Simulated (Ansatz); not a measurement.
# InP (F-43m) at temperature and pressure

Aim: how pressure changes the thermal expansion of InP.

Main program and level: Ansatz 0.2.0; DFT RPBE, scalar-relativistic, plane waves, PAW.

The database entry behind the starting cell differs from later determinations by our own check (0.1 to 0.3 % short, probably kX units), so it need not match the best structure at ambient conditions.

## Step 1: The structure

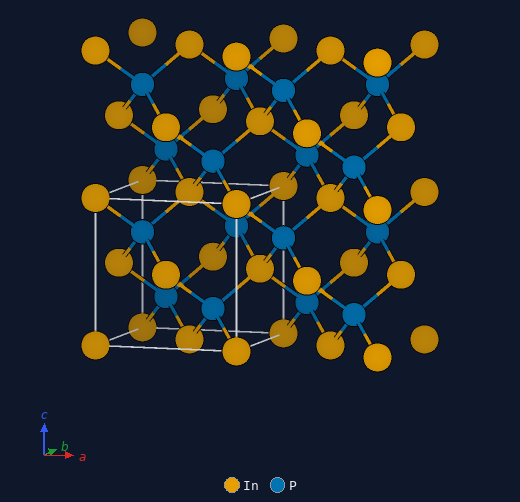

The cell as given, slightly off an axis (indium orange, phosphorus blue). 2×1×2 cells are drawn. This picture shows the conventional cell, with its axes. Bonds to atoms that aren't drawn are left out. Some periodic images of atoms are drawn too.

## Step 2: A first coarse run

A cheap single point shows whether the cell is a metal or an insulator and how far it is from rest; that sets the k-mesh and the occupations of what follows.

input.yaml reads:

```yaml
crystal:
  lattice:
    - [0.0, 2.9305, 2.9305]
    - [2.9305, 0.0, 2.9305]
    - [2.9305, 2.9305, 0.0]
  atoms:
    - { symbol: In, position: [0.0, 0.0, 0.0] }
    - { symbol: P, position: [0.25, 0.25, 0.25] }
kpoints:
  mp_grid: { grid: [6, 6, 6] }
hamiltonian:
  xc: rpbe
scf:
  occupations: { method: gaussian, width: 0.1 }
output:
  forces: true
  stress: true
  eigenvalues: true
```

On the command line:

```
ansatz run input.yaml --threads 4 --pin off --max-ram 8192MiB --backend cpu --events-out ev --progress --plain --runs-dir out
```

Numbers of over 12 decimals in the logs are rounded to 6 here.

What it wrote:

```text
Engine: ansatz 0.2.0, x86_64-unknown-linux-gnu
Pseudopotentials: kind: paw
Pseudopotential: In, paw, valence charge 13, recommended cutoff 420 eV (normal), In.paw.azcp
Pseudopotential: P, paw, valence charge 5, recommended cutoff 420 eV (normal), P.paw.azcp
Functional definition: RPBE
  parameter kappa = 0.804
  parameter beta = 0.066725
  exchange = rpbe_x(kappa = kappa, mu = beta*pi^2/3)
  correlation = pbe_c(beta = beta)
Crystal: 2 atoms, lattice volume = 50.333 Å³
Basis set: ecut = 420 eV, 941 PW (Γ), exchange–correlation on 60×60×60 points (8 copies of the dense FFT grid, shifted against one another)
Bands: 13, of which v1, the nominal top of the filled ones, is band 9 counted from 1 (8 counted from 0)
Symmetry: 24 space group operations
Space group: F-43m (ITA 216), of the structure as read, at distance tolerance 3.7e-5 Å
k-points: 16 of 216 (time reversal used)
Non-local potential: In, projectors of the file, l = 0: 2, l = 1: 2, l = 2: 2, l = 3: 2
Non-local potential: P, projectors of the file, l = 0: 2, l = 1: 2, l = 2: 2
PAW form: soft (Blöchl's): semilocal exchange-correlation on the pseudo side does not see the compensation charge
PAW frozen core: In, regenerated for the run's functional, and the local potential with it (the file was generated under x = pbe(κ = 0.804, μ = 0.219515), c = pbe(β = 0.066725))
PAW frozen core: P, regenerated for the run's functional, and the local potential with it (the file was generated under x = pbe(κ = 0.804, μ = 0.219515), c = pbe(β = 0.066725))
PAW one-centre angular grid: In, 590 points (default); XC on 64 Gauss nodes
PAW one-centre angular grid: P, 110 points (default); XC on 64 Gauss nodes
Initial density: superposition of atomic densities (neutral atoms: chi_scale 0, normalization atom), corrected by the library's trained network
Initial wavefunctions: pseudopotential atomic-orbital guess
Functional: x = rpbe, c = pbe(β = 0.066725)
SCF iter   1: F=—  HF=-6365.646787 eV  |F-HF|=—  |Δ(HF+E_count)|=         —  Δρ=3.35e-3  dr2=3.94e-3  ethr=1.77e-3  ⟨swp⟩=6.1  Hψ=1358  notcnv=0
preconditioner: auto → none  [insulator: Δε(μ)=0.843 eV  Ē_g=14.850 eV  σ=0.100 eV  W_gap=1.00  n_scr=14 (ndim 8)  ℏωp=22.2 eV  f_vac=0.021  D(μ)=0.00/eV (n_scr^D=0)  ε∞_Penn≈3.2]
SCF iter   2: F=—  HF=-6365.644772 eV  |F-HF|=—  |Δ(HF+E_count)|=   2.02e-3  Δρ=1.06e-3  dr2=7.06e-4  ethr=2.19e-5  ⟨swp⟩=2.0  Hψ=477  notcnv=0
SCF iter   3: F=—  HF=-6365.644567 eV  |F-HF|=—  |Δ(HF+E_count)|=   2.05e-4  Δρ=4.61e-4  dr2=7.24e-5  ethr=3.92e-6  ⟨swp⟩=2.1  Hψ=340  notcnv=0
SCF iter   4: F=—  HF=-6365.644595 eV  |F-HF|=—  |Δ(HF+E_count)|=   2.78e-5  Δρ=1.60e-4  dr2=1.01e-5  ethr=4.02e-7  ⟨swp⟩=2.0  Hψ=357  notcnv=0
SCF iter   5: F=—  HF=-6365.644594 eV  |F-HF|=—  |Δ(HF+E_count)|=   1.70e-6  Δρ=6.10e-5  dr2=1.50e-6  ethr=5.63e-8  ⟨swp⟩=3.0  Hψ=365  notcnv=0
SCF iter   6: F=-6365.644594 eV  HF=-6365.644594 eV  |F-HF|=5.88e-8  |Δ(HF+E_count)|=   1.75e-8  Δρ=5.80e-6  dr2=1.99e-8  ethr=5.56e-10  ⟨swp⟩=5.6  Hψ=1241  notcnv=0
SCF 1 converged in 6 iterations: F = -6365.644594 eV  dr2 = 1.99e-8
  greatest PAW one-centre occupation: 0.981 electrons in one spin orbital (limit 2), on the In atom at site 0 (counted from 0), in its partial waves of l = 2
SCF converged after 6 iterations
Free energy (F): -6365.644594 eV
Harris-Foulkes:  -6365.644594 eV  (|F-HF|=5.88e-8)
Internal energy: -6365.644594 eV  (E = F + TS)
E sigma→0 (E₀):  -6365.644594 eV
Fermi energy:    7.533960 eV
--- Per-component energies (eV) ---
  E_band       = -50.205316
  E_kinetic    = 313.792412
  E_local      = -1398.000779  (includes V_loc(G=0)·N_el)
  E_nonlocal   = 400.676578
  E_hartree    = 552.527914
  E_xc         = -277.237652
  E_vxc        = -159.496240  (∫ρ·V_xc dr)
  E_paw        = -4736.731616  (= ΣΔE_a)
  E_vpaw       = -312.231503  (= ΣTr[D̂ρ^β])
  E_aug_tail   = 0.000030  (compensation charges beyond the density's cutoff)
  E_ewald      = -1220.708286
  E_core_change = 0.036806  (= ΣΔE_core)
  E_smearing   = -0.000000  (= −TS)
  E_closure    = -0.000000  (closes the sum)
  Σ components = -6365.644594   (vs F -6365.644594, Δ=0.00e0)
--- Forces (eV/Å), atoms counted from 1 ---
  atom   1  In     0.00000000    -0.00000000     0.00000000
  atom   2  P     -0.00000000     0.00000000     0.00000000
  max |Σ_I F_I| component: 9.25e-17 eV/Å
--- Stress (GPa, compression-positive) ---
        5.170454       0.000000       0.000000
        0.000000       5.170454       0.000000
       -0.000000       0.000000       5.170454
  P = ⅓ Tr σ = 5.1705 GPa (51.705 kbar)
--- Band table (eV; the first three rows and the last of 16) ---
  k-point 0: bands = [... 5 lower, -4.3832, 7.1026, 7.1026, 7.1026, 7.9528, 11.2422, 11.2422, 11.2422]
  k-point 1: bands = [... 5 lower, -4.0713, 4.9630, 6.8012, 6.8012, 9.0060, 11.6787, 11.6787, 11.6833]
  k-point 2: bands = [... 5 lower, -3.2675, 2.5856, 6.3319, 6.3319, 8.8640, 12.0194, 12.0194, 13.5034]
  k-point 15: bands = [... 5 lower, -1.9618, 1.5078, 4.3269, 4.3545, 10.4866, 10.7912, 13.9752, 14.2779]
```

It took 1.4 s on 4 threads of Intel Xeon Platinum 8488C (Sapphire Rapids), shared host; peak memory 0.38 GiB.

Numbers from this step:

```yaml
pressure: 5.170 GPa
gap_on_the_k_mesh: 0.8502 eV
volume_per_atom: 25.17 Å³
```

The start is under 5.2 GPa at this level and looks like an insulator or semiconductor on this mesh.

## Step 3: Finding the static equilibrium

Phonons are second derivatives about a minimum, so cell and atoms are relaxed first, inside the symmetry of the start.

input.yaml, the sections that differ from step 2:

```yaml
kpoints:
  mp_grid: { grid: [8, 8, 8] }
scf:
  occupations: { method: gaussian, width: 0.02 }
relax:
  adjacent_minimum: "off"
  f_tol: 0.005
  max_steps: 80
  cell: { stress_tol: 0.05 }
# crystal, hamiltonian, output: as in step 2
```

What it wrote:

```text
[...]
Crystal: 2 atoms, lattice volume = 50.333 Å³
Basis set: ecut = 420 eV, 941 PW (Γ), exchange–correlation on 60×60×60 points (8 copies of the dense FFT grid, shifted against one another)
Bands: 13, of which v1, the nominal top of the filled ones, is band 9 counted from 1 (8 counted from 0)
Symmetry: 24 space group operations
[...]
k-points: 29 of 512 (time reversal used)
[...]
SCF iter   1: F=—  HF=-6365.656625 eV  |F-HF|=—  |Δ(HF+E_count)|=         —  Δρ=3.33e-3  dr2=4.27e-3  ethr=1.77e-3  ⟨swp⟩=6.4  Hψ=2587  notcnv=0
[...]
SCF iter   6: F=-6365.654275 eV  HF=-6365.654275 eV  |F-HF|=6.32e-8  |Δ(HF+E_count)|=   3.95e-8  Δρ=5.56e-6  dr2=1.93e-8  ethr=5.56e-10  ⟨swp⟩=5.0  Hψ=2227  notcnv=0
SCF 1 converged in 6 iterations: F = -6365.654275 eV  dr2 = 1.93e-8
[...]
relax step   1: F+E_penalty+E_count = -6365.65427481 eV  Δ(F+E_penalty+E_count) = +0.000e0 eV  max|allowed force component| = 2.683e-16 eV/Å  Δτ_max = 0.0000 Å  P = +5.166 GPa  Ω = 50.333 Å³  (6 SCF iters, dr2 threshold 1.00e-7 eV, accepted)
Crystal: 2 atoms, lattice volume = 54.829 Å³
Basis set: ecut = 420 eV, 1067 PW (Γ), exchange–correlation on 60×60×60 points (8 copies of the dense FFT grid, shifted against one another)
[...]
iter 1 solved again at ethr=6.91e-5 eV; its pass at ethr=3.10e-3 eV (dr2=1.24e-2 eV) is discarded
[...]
SCF iter   6: F=-6365.714469 eV  HF=-6365.714469 eV  |F-HF|=5.81e-9  |Δ(HF+E_count)|=   2.62e-6  Δρ=2.82e-6  dr2=3.84e-9  ethr=1.11e-9  ⟨swp⟩=8.4  Hψ=2118  notcnv=0
SCF 2 converged in 6 iterations: F = -6365.714469 eV  dr2 = 3.84e-9
relax step   2: F+E_penalty+E_count = -6365.71446855 eV  Δ(F+E_penalty+E_count) = -6.019e-2 eV  max|allowed force component| = 5.320e-17 eV/Å  Δτ_max = 0.0000 Å  P = -0.361 GPa  Ω = 54.829 Å³  energy of the carried Pulay correction = -1.145e-3 eV  (6 SCF iters, dr2 threshold 2.00e-7 eV, accepted)
Crystal: 2 atoms, lattice volume = 54.511 Å³
[...]
SCF iter   4: F=-6365.714956 eV  HF=-6365.714955 eV  |F-HF|=4.90e-8  |Δ(HF+E_count)|=   8.34e-7  Δρ=8.62e-6  dr2=4.08e-8  ethr=1.11e-9  ⟨swp⟩=7.0  Hψ=2058  notcnv=0
SCF 3 converged in 4 iterations: F = -6365.714956 eV  dr2 = 4.08e-8
relax step   3: F+E_penalty+E_count = -6365.71495551 eV  Δ(F+E_penalty+E_count) = -4.870e-4 eV  max|allowed force component| = 4.163e-17 eV/Å  Δτ_max = 0.0000 Å  P = -0.049 GPa  Ω = 54.511 Å³  energy of the carried Pulay correction = -1.068e-3 eV  (4 SCF iters, dr2 threshold 2.00e-7 eV, accepted)
[...]
SCF iter   6: F=-6365.716021 eV  HF=-6365.716021 eV  |F-HF|=2.46e-11  |Δ(HF+E_count)|=  6.28e-10  Δρ=1.52e-7  dr2=7.57e-12  ethr=1.00e-12  ⟨swp⟩=7.9  Hψ=2119  notcnv=0
SCF 4 converged in 6 iterations: F = -6365.716021 eV  dr2 = 7.57e-12
relax step   4: F+E_penalty+E_count = -6365.71602149 eV  Δ(F+E_penalty+E_count) = -1.066e-3 eV  max|allowed force component| = 6.939e-17 eV/Å  Δτ_max = 0.0000 Å  P = -0.050 GPa  Ω = 54.511 Å³  stress off target by 4.98e-2 GPa  SCF on the basis re-selected at this cell (its energy is not comparable with the rows above)  (6 SCF iters)
basis re-selected at this cell: Δ(F+E_penalty+E_count) = -1.066e-3 eV, ΔP = -0.000 GPa vs the last step (what re-selecting the basis moved, of the pressure what is left beyond the Pulay correction that the steps carried, after the strain that the cell walked since its last selection, with what the two solves' SCF thresholds leave and, on support functions, any second-order correction that the steps lacked; it is no m [...]
SCF converged after 6 iterations
Free energy (F): -6365.716021 eV
[...]
Internal energy: -6365.716021 eV  (E = F + TS)
E sigma→0 (E₀):  -6365.716021 eV
Fermi energy:    6.339423 eV
[...]
--- Stress (GPa, compression-positive) ---
       -0.049762      -0.000000      -0.000000
       -0.000000      -0.049762       0.000000
       -0.000000       0.000000      -0.049762
  P = ⅓ Tr σ = -0.0498 GPa (-0.498 kbar)
--- Band table (eV; the first three rows and the last of 29) ---
  k-point 0: bands = [... 5 lower, -4.8369, 6.1321, 6.1321, 6.1321, 6.5457, 10.2683, 10.2683, 10.2683]
  k-point 1: bands = [... 5 lower, -4.6811, 4.6155, 5.9718, 5.9718, 7.5667, 10.3868, 10.5168, 10.5168]
  k-point 2: bands = [... 5 lower, -4.2483, 2.8798, 5.6464, 5.6464, 7.7970, 10.9155, 10.9155, 11.3408]
  k-point 28: bands = [... 5 lower, -2.7577, 0.8909, 3.5341, 3.6000, 10.2275, 10.5163, 11.5917, 12.4616]
--- Relaxed structure (3 steps of the walk, 3 accepted, 1 SCFs on fresh bases) ---
  F+E_penalty+E_count = -6365.71602149 eV   max|allowed force component| = 6.939e-17 eV/Å   (the final SCF, on the basis selected at the relaxed cell)
  cell:  # Å, volume = 54.5109 Å³
    - [0, 3.009431, 3.009431]
    - [3.009431, 0, 3.009431]
    - [3.009431, 3.009431, 0]
  atoms:
    - { symbol: In, position: [0, 0, 0] }
    - { symbol: P, position: [0.25, 0.25, 0.25] }
```

The job ended after 2.9 s (4 threads; peak memory 0.43 GiB).

Step by step:

| step | energy less that of the first step (eV) | largest force component (eV/Å) | pressure (GPa) | volume (Å³) |
| --- | --- | --- | --- | --- |
| 1 | 0.0000 | 0.0000 | 5.17 | 50.33 |
| 2 | -0.0602 | 0.0000 | -0.36 | 54.83 |
| 3 | -0.0607 | 0.0000 | -0.05 | 54.51 |
| 4* | -0.0617 | 0.0000 | -0.05 | 54.51 |

Relaxation steps marked * repeat the geometry before them on a plane-wave basis chosen anew for their cell, so energy and pressure can jump there.

Forces are held to the 24 operations that the run works with; a distortion that breaks them can't arise in this run.

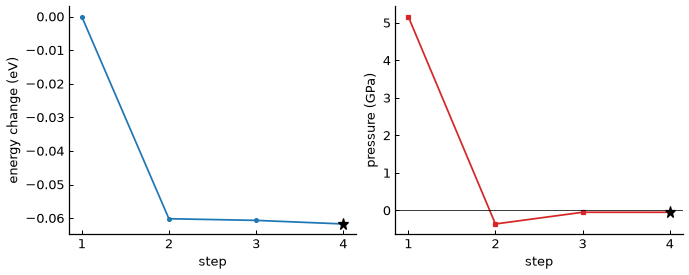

Energy and pressure along the relaxation. Stars mark steps on a basis chosen anew.

| conventional cell, symmetrised | before | after | change |
| --- | --- | --- | --- |
| a (Å) | 5.861 | 6.019 | +2.7 % |
| b (Å) | 5.861 | 6.019 | +2.7 % |
| c (Å) | 5.861 | 6.019 | +2.7 % |
| volume (Å³/atom) | 25.17 | 27.26 | +8.3 % |

The relaxed structure:

```cif
data_structure
_symmetry_space_group_name_H-M 'P 1'
_symmetry_Int_Tables_number 1
_cell_length_a 4.2560
_cell_length_b 4.2560
_cell_length_c 4.2560
_cell_angle_alpha 60.000
_cell_angle_beta 60.000
_cell_angle_gamma 60.000
_cell_volume 54.51
loop_
_atom_site_label
_atom_site_type_symbol
_atom_site_fract_x
_atom_site_fract_y
_atom_site_fract_z
_atom_site_occupancy
In1 In 0.00000 0.00000 0.00000 1
P2 P 0.25000 0.25000 0.25000 1
```

Numbers from this step:

- pressure: -0.04976 GPa
- gap on the k-mesh: 0.4137 eV
- volume per atom: 27.26 Å³

The relaxation ends with a pressure of -0.05 GPa.

## Step 4: A second relaxation

The relaxation is run once more from where the first one ended, as the script does after a large change of volume or of the gap, with mesh and occupations reviewed.

input.yaml, the sections that differ from step 3:

```yaml
crystal:
  lattice:
    - [0.0, 3.0094312771, 3.0094312771]
    - [3.0094312771, 0.0, 3.0094312771]
    - [3.0094312771, 3.0094312771, 0.0]
  atoms:
    - { symbol: In, position: [0.0, 0.0, 0.0] }
    - { symbol: P, position: [0.25, 0.25, 0.25] }
kpoints:
  mp_grid: { grid: [10, 10, 10] }
# hamiltonian, scf, output, relax: as in step 3
```

What it wrote:

```text
[...]
Crystal: 2 atoms, lattice volume = 54.511 Å³
Basis set: ecut = 420 eV, 1067 PW (Γ), exchange–correlation on 60×60×60 points (8 copies of the dense FFT grid, shifted against one another)
Bands: 13, of which v1, the nominal top of the filled ones, is band 9 counted from 1 (8 counted from 0)
Symmetry: 24 space group operations
[...]
k-points: 47 of 1000 (time reversal used)
[...]
k-point 46: bands = [... 5 lower, -2.7642, 0.8768, 3.5815, 3.6393, 9.9755, 10.0249, 12.1563, 12.7486]
--- Relaxed structure (1 steps of the walk, 1 accepted, 1 SCFs on fresh bases) ---
[...]
cell:  # Å, volume = 54.5109 Å³
    - [0.0, 3.0094312771, 3.0094312771]
    - [3.0094312771, 0.0, 3.0094312771]
    - [3.0094312771, 3.0094312771, 0.0]
  atoms:
    - { symbol: In, position: [0.0, 0.0, 0.0] }
    - { symbol: P, position: [0.25, 0.25, 0.25] }
[key lines of the parts left out:]
SCF converged after 6 iterations
Free energy (F): -6365.717666 eV
Fermi energy:    6.338380 eV
P = ⅓ Tr σ = -0.0411 GPa (-0.411 kbar)
```

Run time: 1.6 s. Hardware: 4 threads; peak memory 0.45 GiB; 5.5 s of CPU time.

Little changed from the start: no atom moved by 0.005 Å and no cell edge by 0.1 %.

Numbers from this step:

| Quantity | Value |
| --- | --- |
| pressure | -0.04115 GPa |
| gap on the k-mesh | 0.4140 eV |

## Step 5: Relaxing to small residual forces and stress

The relaxation is repeated with tighter thresholds on force and stress, since phonons are sensitive to what is left; a change of mesh or smearing in the input moves the cell too.

input.yaml, the sections that differ from step 4:

```yaml
kpoints:
  mp_grid: { grid: [12, 12, 12] }
scf:
  occupations: { method: fixed }
relax:
  adjacent_minimum: "off"
  f_tol: 0.001
  max_steps: 60
  cell: { stress_tol: 0.01 }
# crystal, hamiltonian, output: as in step 4
```

What it wrote:

```text
[...]
Crystal: 2 atoms, lattice volume = 54.511 Å³
Basis set: ecut = 420 eV, 1067 PW (Γ), exchange–correlation on 60×60×60 points (8 copies of the dense FFT grid, shifted against one another)
Bands: 13, of which v1, the nominal top of the filled ones, is band 9 counted from 1 (8 counted from 0)
Symmetry: 24 space group operations
[...]
k-points: 72 of 1728 (time reversal used)
[...]
k-point 71: bands = [... 5 lower, -2.7515, 0.8968, 3.5393, 3.6051, 10.2393, 10.5247, 11.6028, 12.4699]
--- Relaxed structure (2 steps of the walk, 2 accepted, 1 SCFs on fresh bases) ---
[...]
cell:  # Å, volume = 54.4662 Å³
    - [0, 3.008608, 3.008608]
    - [3.008608, 0, 3.008608]
    - [3.008608, 3.008608, 0]
  atoms:
    - { symbol: In, position: [0, 0, 0] }
    - { symbol: P, position: [0.25, 0.25, 0.25] }
[key lines of the parts left out:]
SCF converged after 8 iterations
Free energy (F): -6365.718045 eV
Fermi energy:    6.139979 eV
P = ⅓ Tr σ = 0.0075 GPa (0.075 kbar)
```

It took 5.1 s on 4 threads; peak memory 0.48 GiB.

Little changed from the start: no atom moved by 0.005 Å and no cell edge by 0.1 %.

This step gave:

- pressure: 0.007482 GPa
- gap on the k-mesh: 0.4186 eV
- volume per atom: 27.23 Å³

The residual pressure is 0.0075 GPa, small enough for phonons.

[end of part 1 of 3]

[Logs are printed without paths, hosts, clocks, repeated set-up lines and the standing remarks that a program may print on its own settings, such as how far it seeks lower states.]

[Hosts, paths, dates, database ids (printed as entryN), source tags and the programs' standing remarks are cut or masked in the printed files.]

[A step with changed settings may run another functional than the one named; its input shows which.]

[Pressures of single members of a volume series are the stress at the run's cutoff; with an incomplete basis they can lie off −dE/dV of the same runs, and they are not shown converged.]
